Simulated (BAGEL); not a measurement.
# SiN2H6 (SMILES NN[SiH3]), step by step

Aim: a single-point energy (HF/cc-pVDZ), then the energy (NEVPT2(2,2)/cc-pVDZ), then the energy (CASPT2(2,2)/cc-pVDZ) of SiN2H6. 

Program for the calculation: BAGEL 1.2.2.

2 further runs of the same task are left out: 2 set aside as unsound or not needed.

## (1) Starting point

SiN2H6 has 9 atoms, charge 0, and is taken as a singlet. SMILES: `NN[SiH3]`. One bond was lengthened or shortened from a relaxed shape.

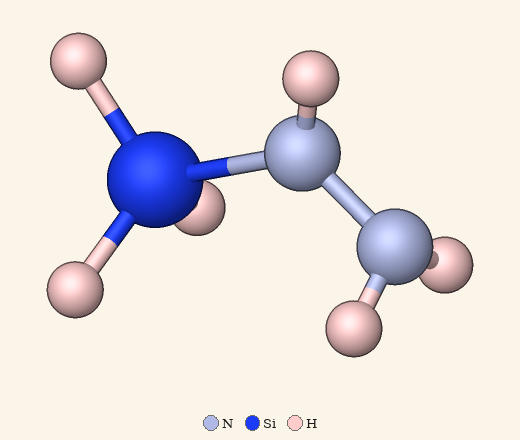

The structure, seen from a chosen angle (nitrogen light blue, silicon blue, hydrogen pink).

## (2) The energy at HF/cc-pVDZ (density fitting with svp-jkfit) (run 1)

calc.json

```json
{ "bagel" : [

{
  "title" : "molecule",
  "basis" : "cc-pvdz.json",
  "df_basis" : "svp-jkfit",
  "angstrom" : "true",
  "geometry" : [
    { "atom" : "N", "xyz" : [   -0.662889,    1.141728,   -1.294273 ] },
    { "atom" : "N", "xyz" : [   -0.389589,    0.924928,    0.068527 ] },
    { "atom" : "Si", "xyz" : [    0.408400,   -0.736600,    0.767500 ] },
    { "atom" : "H", "xyz" : [    0.163811,    0.978028,   -1.858673 ] },
    { "atom" : "H", "xyz" : [   -1.394589,    0.514328,   -1.606773 ] },
    { "atom" : "H", "xyz" : [   -0.481589,    1.766028,    0.610627 ] },
    { "atom" : "H", "xyz" : [    1.729200,   -1.040000,    0.139600 ] },
    { "atom" : "H", "xyz" : [   -0.469800,   -1.907300,    0.484500 ] },
    { "atom" : "H", "xyz" : [    0.576500,   -0.557300,    2.233000 ] }
  ]
},
{
  "title" : "hf"
},
{
  "title" : "print",
  "file" : "orbitals.molden",
  "orbitals" : "true"
}

]}
```

The basis set cc-pVDZ is read from a file made from the Basis Set Exchange's data (not shown).

On the command line:

```
$ BAGEL_NUM_THREADS=1 BAGEL calc.json > calc.out
```

What it wrote:

```text
* using 1 threads per process

  ===============================================================
  ===============================================================

  *** Geometry ***

  { "atom" : "N", "xyz" : [     -1.252679,      2.157553,     -2.445822 ] },
  { "atom" : "N", "xyz" : [     -0.736217,      1.747861,      0.129497 ] },
  { "atom" : "Si", "xyz" : [      0.771764,     -1.391972,      1.450365 ] },
  { "atom" : "H", "xyz" : [      0.309558,      1.848205,     -3.512383 ] },
  { "atom" : "H", "xyz" : [     -2.635391,      0.971939,     -3.036361 ] },
  { "atom" : "H", "xyz" : [     -0.910071,      3.337309,      1.153918 ] },
  { "atom" : "H", "xyz" : [      3.267714,     -1.965315,      0.263806 ] },
  { "atom" : "H", "xyz" : [     -0.887793,     -3.604275,      0.915572 ] },
  { "atom" : "H", "xyz" : [      1.089427,     -1.053144,      4.219758 ] },

  Number of auxiliary basis functions:      390

  Since a DF basis is specified, we compute 2- and 3-index integrals:
    o Being stored without compression. Storage requirement is 0.018 GB

  Number of basis functions:       76
  Number of electrons      :       34

    * METHOD: MOLECULE                             0.15

  *** RHF ***

  === Nuclear Repulsion ===
   110.5502385300

      * DIIS with orbital gradients will be used.

  === RHF iteration (cc-pvdz.json) ===
      0       -401.09773324          0.01657310           0.03
      1       -401.22098042          0.01078642           0.03
      2       -401.27083815          0.00151440           0.03
      3       -401.27232457          0.00037170           0.03
      4       -401.27239727          0.00012932           0.03
      5       -401.27240779          0.00003446           0.03
      6       -401.27240918          0.00001185           0.03
      7       -401.27240938          0.00000246           0.03
      8       -401.27240939          0.00000088           0.03
      9       -401.27240939          0.00000028           0.03
     10       -401.27240939          0.00000006           0.03
     11       -401.27240939          0.00000002           0.03
     12       -401.27240939          0.00000001           0.03
     13       -401.27240939          0.00000000           0.03
    * SCF iteration converged.

    * Permanent dipole moment:
           (   -0.220112,     0.432136,    -0.015294) a.u.

    * METHOD: HF                                   0.51

    * METHOD: PRINT                                0.01

  ===============================================================
```

Wall time 0.8 s (1 thread of Arm Neoverse V1, shared host); peak memory 0.15 GiB.

## (3) The energy at NEVPT2(2,2)/cc-pVDZ (density fitting with svp-jkfit) (run 2)

nevpt2.json

```json
{ "bagel": [

{
  "title": "molecule",
  "basis": "cc-pvdz.json",
  "df_basis": "svp-jkfit",
  "angstrom": "true",
  "geometry": [
    { "atom": "N", "xyz": [   -0.662889,    1.141728,   -1.294273 ] },
    { "atom": "N", "xyz": [   -0.389589,    0.924928,    0.068527 ] },
    { "atom": "Si", "xyz": [    0.408400,   -0.736600,    0.767500 ] },
    { "atom": "H", "xyz": [    0.163811,    0.978028,   -1.858673 ] },
    { "atom": "H", "xyz": [   -1.394589,    0.514328,   -1.606773 ] },
    { "atom": "H", "xyz": [   -0.481589,    1.766028,    0.610627 ] },
    { "atom": "H", "xyz": [    1.729200,   -1.040000,    0.139600 ] },
    { "atom": "H", "xyz": [   -0.469800,   -1.907300,    0.484500 ] },
    { "atom": "H", "xyz": [    0.576500,   -0.557300,    2.233000 ] }
  ]
},
{
  "title": "hf"
},
{
  "title": "nevpt2",
  "nstate": 1,
  "nact": 2,
  "nclosed": 16,
  "active": [13, 18],
  "maxiter": 200,
  "natocc": "true",
  "ncore": 7
},
{
  "title": "print",
  "file": "orbitals.molden",
  "orbitals": "true"
}

]}
```

The basis set cc-pVDZ is read from a file made from the Basis Set Exchange's data (not shown).

On the command line:

```
$ BAGEL_NUM_THREADS=1 BAGEL nevpt2.json > nevpt2.out
```

What it wrote:

```text
* using 1 threads per process

  ===============================================================
  ===============================================================

  *** Geometry ***

  { "atom" : "N", "xyz" : [     -1.252679,      2.157553,     -2.445822 ] },
  { "atom" : "N", "xyz" : [     -0.736217,      1.747861,      0.129497 ] },
  { "atom" : "Si", "xyz" : [      0.771764,     -1.391972,      1.450365 ] },
  { "atom" : "H", "xyz" : [      0.309558,      1.848205,     -3.512383 ] },
  { "atom" : "H", "xyz" : [     -2.635391,      0.971939,     -3.036361 ] },
  { "atom" : "H", "xyz" : [     -0.910071,      3.337309,      1.153918 ] },
  { "atom" : "H", "xyz" : [      3.267714,     -1.965315,      0.263806 ] },
  { "atom" : "H", "xyz" : [     -0.887793,     -3.604275,      0.915572 ] },
  { "atom" : "H", "xyz" : [      1.089427,     -1.053144,      4.219758 ] },

  Number of auxiliary basis functions:      390

  Since a DF basis is specified, we compute 2- and 3-index integrals:
    o Being stored without compression. Storage requirement is 0.018 GB

  Number of basis functions:       76
  Number of electrons      :       34

    * METHOD: MOLECULE                             0.15

  *** RHF ***

  === Nuclear Repulsion ===
   110.5502385300

      * DIIS with orbital gradients will be used.

  === RHF iteration (cc-pvdz.json) ===
      0       -401.09773324          0.01657310           0.03
      1       -401.22098042          0.01078642           0.03
      2       -401.27083815          0.00151440           0.03
      3       -401.27232457          0.00037170           0.03
      4       -401.27239727          0.00012932           0.03
      5       -401.27240779          0.00003446           0.03
      6       -401.27240918          0.00001185           0.03
      7       -401.27240938          0.00000246           0.03
      8       -401.27240939          0.00000088           0.03
      9       -401.27240939          0.00000028           0.03
     10       -401.27240939          0.00000006           0.03
     11       -401.27240939          0.00000002           0.03
     12       -401.27240939          0.00000001           0.03
     13       -401.27240939          0.00000000           0.03
    * SCF iteration converged.

    * Permanent dipole moment:
           (   -0.220112,     0.432136,    -0.015294) a.u.

    * METHOD: HF                                   0.51

    * freezing 7 orbitals
  ---------------------------
      CASSCF calculation
  ---------------------------

    ==== Active orbitals : =====
         Orbital 13
         Orbital 18
    ============================

    * nstate   :      1
    * nclosed  :     16
    * nact     :      2
    * nvirt    :     58
  === CASSCF iteration (cc-pvdz.json) ===

    * Using the second-order algorithm

      0  0      -401.27296505     1.77e-04      0.01

      1  0      -401.28280733     1.17e-03      0.14

      2  0      -401.28863652     6.65e-04      0.19

      3  0      -401.29023448     2.34e-04      0.20

      4  0      -401.29031075     1.38e-04      0.20

      5  0      -401.29031630     6.55e-05      0.23

      6  0      -401.29031707     2.89e-05      0.22

      7  0      -401.29031720     1.24e-05      0.23

      8  0      -401.29031723     5.23e-06      0.23

      9  0      -401.29031723     2.21e-06      0.23

     10  0      -401.29031723     9.28e-07      0.23

     11  0      -401.29031723     3.91e-07      0.23

     12  0      -401.29031723     1.64e-07      0.20

     13  0      -401.29031723     6.92e-08      0.20

     14  0      -401.29031723     2.91e-08      0.19

     15  0      -401.29031723     1.23e-08      0.18

     16  0      -401.29031723     5.17e-09      0.17

    * Second-order optimization converged. *

     guess   0:   closed 1.                   open ..

  === FCI iteration ===

      0  0      -401.27207370     8.11e-02      0.00
      1  0      -401.29030415     1.69e-03      0.00
      2  0 *    -401.29031723     3.45e-16      0.00

     * ci vector, state   0, <S^2> = 0.0000
       2.     0.9937350257
       .2    -0.1117617941

  === DF-NEVPT2 calculation ===

    * 3-index integral transformation done
    * assembly done

      NEVPT2 correlation energy:   -0.4293915602      0.12

          (+0)     -0.3466103505
          (+0)'    -0.0331516297
          (+1)     -0.0075258690
          (+1)'    -0.0000000000
          (+2)     -0.0003575206
          (-1)     -0.0362730082
          (-1)'     0.0000000000
          (-2)     -0.0054731823

      NEVPT2 total energy:       -401.7197087916

    * METHOD: NEVPT2                               3.54

    * METHOD: PRINT                                0.01

  ===============================================================
```

Wall time 4.5 s (1 thread of Arm Neoverse V1, shared host); peak memory 0.15 GiB.

## (4) A single-point energy at CASPT2(2,2)/cc-pVDZ (density fitting with svp-jkfit) (run 3)

input.json

```json
{ "bagel": [

{
  "title": "molecule",
  "basis": "cc-pvdz.json",
  "df_basis": "svp-jkfit",
  "angstrom": true,
  "geometry": [
    { "atom": "N", "xyz": [   -0.662889,    1.141728,   -1.294273 ] },
    { "atom": "N", "xyz": [   -0.389589,    0.924928,    0.068527 ] },
    { "atom": "Si", "xyz": [    0.408400,   -0.736600,    0.767500 ] },
    { "atom": "H", "xyz": [    0.163811,    0.978028,   -1.858673 ] },
    { "atom": "H", "xyz": [   -1.394589,    0.514328,   -1.606773 ] },
    { "atom": "H", "xyz": [   -0.481589,    1.766028,    0.610627 ] },
    { "atom": "H", "xyz": [    1.729200,   -1.040000,    0.139600 ] },
    { "atom": "H", "xyz": [   -0.469800,   -1.907300,    0.484500 ] },
    { "atom": "H", "xyz": [    0.576500,   -0.557300,    2.233000 ] }
  ]
},
{ "title": "hf" },
{ "title": "casscf", "nstate": 1, "nact": 2, "nclosed": 16, "active": [13, 18], "maxiter": 200, "natocc": true },
{ "title": "print", "file": "orbitals.molden", "orbitals": true },
{ "title": "smith", "method": "caspt2", "ms": true, "xms": true, "sssr": true, "shift": 0.2, "shift_imag": true, "ncore": 7 }

]}
```

The basis set cc-pVDZ is read from a file made from the Basis Set Exchange's data (not shown).

On the command line:

```
$ BAGEL_NUM_THREADS=1 BAGEL input.json > input.out
```

What it wrote:

```text
* using 1 threads per process

  ===============================================================
  ===============================================================

  *** Geometry ***

  { "atom" : "N", "xyz" : [     -1.252679,      2.157553,     -2.445822 ] },
  { "atom" : "N", "xyz" : [     -0.736217,      1.747861,      0.129497 ] },
  { "atom" : "Si", "xyz" : [      0.771764,     -1.391972,      1.450365 ] },
  { "atom" : "H", "xyz" : [      0.309558,      1.848205,     -3.512383 ] },
  { "atom" : "H", "xyz" : [     -2.635391,      0.971939,     -3.036361 ] },
  { "atom" : "H", "xyz" : [     -0.910071,      3.337309,      1.153918 ] },
  { "atom" : "H", "xyz" : [      3.267714,     -1.965315,      0.263806 ] },
  { "atom" : "H", "xyz" : [     -0.887793,     -3.604275,      0.915572 ] },
  { "atom" : "H", "xyz" : [      1.089427,     -1.053144,      4.219758 ] },

  Number of auxiliary basis functions:      390

  Since a DF basis is specified, we compute 2- and 3-index integrals:
    o Being stored without compression. Storage requirement is 0.018 GB

  Number of basis functions:       76
  Number of electrons      :       34

    * METHOD: MOLECULE                             0.15

  *** RHF ***

  === Nuclear Repulsion ===
   110.5502385300

      * DIIS with orbital gradients will be used.

  === RHF iteration (cc-pvdz.json) ===
      0       -401.09773324          0.01657310           0.03
      1       -401.22098042          0.01078642           0.03
      2       -401.27083815          0.00151440           0.03
      3       -401.27232457          0.00037170           0.03
      4       -401.27239727          0.00012932           0.03
      5       -401.27240779          0.00003446           0.03
      6       -401.27240918          0.00001185           0.03
      7       -401.27240938          0.00000246           0.03
      8       -401.27240939          0.00000088           0.03
      9       -401.27240939          0.00000028           0.03
     10       -401.27240939          0.00000006           0.03
     11       -401.27240939          0.00000002           0.03
     12       -401.27240939          0.00000001           0.03
     13       -401.27240939          0.00000000           0.03
    * SCF iteration converged.

    * Permanent dipole moment:
           (   -0.220112,     0.432136,    -0.015294) a.u.

    * METHOD: HF                                   0.52

  ---------------------------
      CASSCF calculation
  ---------------------------

    ==== Active orbitals : =====
         Orbital 13
         Orbital 18
    ============================

    * nstate   :      1
    * nclosed  :     16
    * nact     :      2
    * nvirt    :     58
  === CASSCF iteration (cc-pvdz.json) ===

    * Using the second-order algorithm

      0  0      -401.27296505     1.77e-04      0.01

      1  0      -401.28280733     1.17e-03      0.14

      2  0      -401.28863652     6.65e-04      0.19

      3  0      -401.29023448     2.34e-04      0.21

      4  0      -401.29031075     1.38e-04      0.20

      5  0      -401.29031630     6.55e-05      0.23

      6  0      -401.29031707     2.89e-05      0.22

      7  0      -401.29031720     1.24e-05      0.23

      8  0      -401.29031723     5.23e-06      0.23

      9  0      -401.29031723     2.21e-06      0.24

     10  0      -401.29031723     9.28e-07      0.24

     11  0      -401.29031723     3.91e-07      0.23

     12  0      -401.29031723     1.64e-07      0.20

     13  0      -401.29031723     6.92e-08      0.19

     14  0      -401.29031723     2.91e-08      0.18

     15  0      -401.29031723     1.23e-08      0.18

     16  0      -401.29031723     5.17e-09      0.16

    * Second-order optimization converged. *

     guess   0:   closed 1.                   open ..

  === FCI iteration ===

      0  0      -401.27207370     8.11e-02      0.00
      1  0      -401.29030415     1.69e-03      0.00
      2  0 *    -401.29031723     3.45e-16      0.00

     * ci vector, state   0, <S^2> = 0.0000
       2.     0.9937350257
       .2    -0.1117617941

    * METHOD: CASSCF                               3.36

    * METHOD: PRINT                                0.01

  === SMITH program ===

    * freezing 7 orbitals

    * Approximate memory requirement for SMITH calulation per MPI process:
      o Storage requirement for T-amplitude, lambda, and residual is 0.01 GB
      o Storage requirement for MO integrals is 0.00 GB
    * Calculating and saving rdm4f

    * Zeroth order energy : state  0       -1.1444012585

    * CASPT2 iteration is performed using orthogonal basis

      -------------------------------------------  CASPT2 iteration  ---------------------------------------------------
       #      aibj      arbs      arbi      airj      risj      airs      arst      rist         Etot      error   time
      ------------------------------------------------------------------------------------------------------------------

       0  -0.34705  -0.00651  -0.03685  -0.00840  -0.00051  -0.02852  -0.00000  -0.00000   -0.4278462  0.0026901   0.05
       1  -0.34759  -0.00661  -0.03721  -0.00873  -0.00058  -0.02952  -0.00000  -0.00000   -0.4302531  0.0005230   0.04
       2  -0.34767  -0.00662  -0.03717  -0.00876  -0.00059  -0.02958  -0.00000  -0.00000   -0.4303830  0.0001298   0.04
       3  -0.34766  -0.00662  -0.03717  -0.00874  -0.00060  -0.02960  -0.00000  -0.00000   -0.4303889  0.0000334   0.04
       4  -0.34766  -0.00662  -0.03717  -0.00874  -0.00060  -0.02960  -0.00000  -0.00000   -0.4303894  0.0000101   0.05
       5  -0.34766  -0.00662  -0.03717  -0.00874  -0.00060  -0.02960  -0.00000  -0.00000   -0.4303895  0.0000026   0.05
       6  -0.34766  -0.00662  -0.03717  -0.00874  -0.00060  -0.02960  -0.00000  -0.00000   -0.4303895  0.0000008   0.05

      ------------------------------------------------------------------------------------------------------------------

    * CASPT2 energy : state  0     -401.7228374227
        w/o shift correction       -401.7207066919
        reference weight              0.8751730979

    * METHOD: SMITH                                0.44

  ===============================================================
```

Run time: 4.8 s. Hardware: 1 thread of Arm Neoverse V1, shared host; peak memory 0.15 GiB.

## (5) Outcome

```
                                quantity          value
         run 1, HF/cc-pVDZ: total energy  -401.27241 Eh
        run 1, HF/cc-pVDZ: dipole moment         1.23 D
          run 1, HF/cc-pVDZ: HOMO energy       -9.79 eV
          run 1, HF/cc-pVDZ: LUMO energy        3.82 eV
        run 1, HF/cc-pVDZ: HOMO–LUMO gap       13.61 eV
run 2, NEVPT2(2,2)/cc-pVDZ: total energy  -401.71971 Eh
run 3, CASPT2(2,2)/cc-pVDZ: total energy  -401.72284 Eh
```
